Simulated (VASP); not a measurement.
Band structure of HgSe (space group F-43m). All values below come from PBE GGA, VASP's PBE PAW potentials (set 64) (plane waves; VASP 6.6.1).

Unless said otherwise, spin-orbit coupling is left out, though it shifts the bands of the heavy elements here.

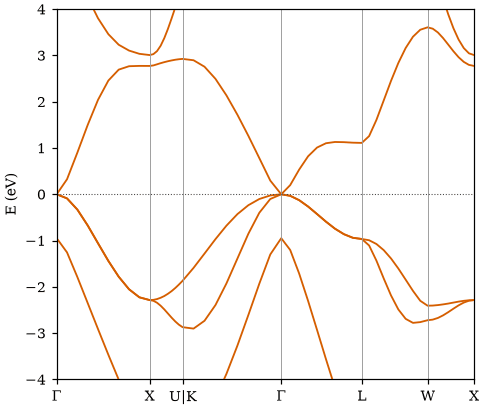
Figure: Bands along high-symmetry lines, zero at the valence-band maximum or, without a gap, the Fermi level

Problem. Read the plot: is there a gap, and where are the band edges?

Solution. It has no gap at this level: it comes out as a metal or semimetal.

The structure comes from a computed database's HgSe entry; how it stands against other phases isn't given here. The cell was not relaxed at this level.
